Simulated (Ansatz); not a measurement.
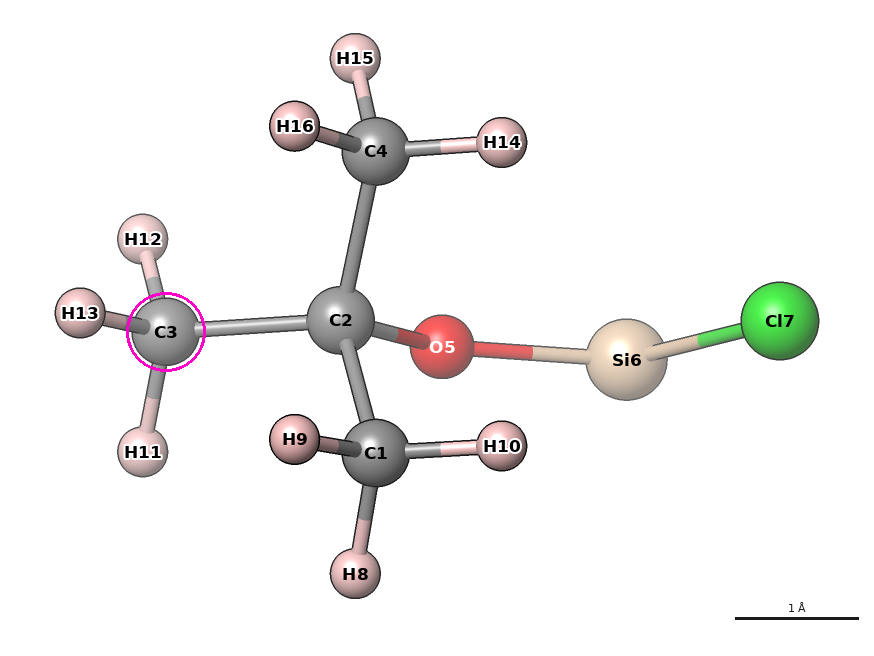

Source: calculation with Ansatz.

Orthographic view. Depth is shown by fading: the farther an atom, the more it takes the colour of the background. Charge +1, doublet. Geometry: the geometry of the neutral molecule.

**Name the neighbours of the circled atom.**

The circled atom is C3; it is bonded to C2, H11, H12, H13.

**What is the shortest path along bonds from the circled atom to Si6?**

C3–C2–O5–Si6, 3 bonds; through space the two are 3.97 Å apart.

**Which atom is nearest the viewer?**

H9, 1.7 Å in front of the mean position.

**Which two atoms are farthest apart in space?**

Cl7 and H13, 5.74 Å.
